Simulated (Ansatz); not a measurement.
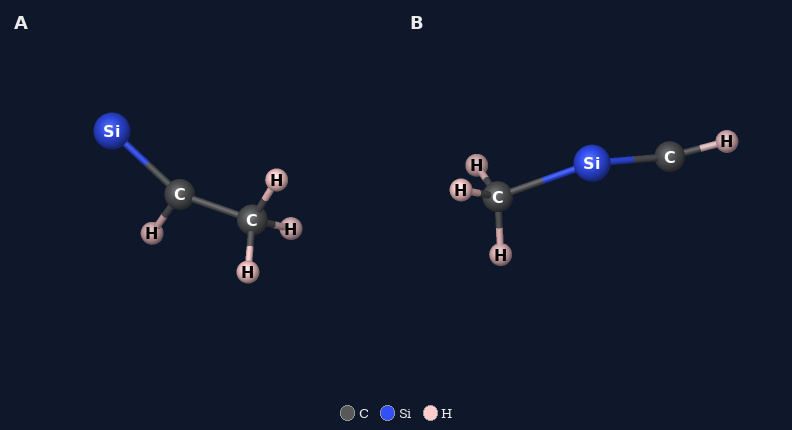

2 stationary structures of one formula. Geometries: PBE0-D4/def2-TZVP. Electronic energies: r2SCAN-D4/def2-TZVPP (Ansatz 0.2.0), without zero-point energy. No frequency run is at hand to confirm each as a minimum. Each is one conformer, not always the lowest.

**Rank them by energy, lowest first.**

A is lowest (Cs); B lies 1.173 eV above it (Cs).

Give E(B) − E(A) in eV at these levels too: r2SCAN-D4/def2-TZVPP; PBE0-D4/def2-TZVPP; RHF-CCSD(T) (frozen core)/def2-TZVPP; B3LYP-D4/def2-TZVPP; PBE0-D4/def2-TZVP; ωB97M-V/def2-TZVPP; PBE-D4/def2-TZVPP.

| level | E(B) − E(A) (eV) |
| --- | --- |
| r2SCAN-D4/def2-TZVPP | +1.173 |
| PBE0-D4/def2-TZVPP | +1.379 |
| RHF-CCSD(T) (frozen core)/def2-TZVPP | +1.126 |
| B3LYP-D4/def2-TZVPP | +1.329 |
| PBE0-D4/def2-TZVP | +1.383 |
| ωB97M-V/def2-TZVPP | +1.483 |
| PBE-D4/def2-TZVPP | +1.196 |
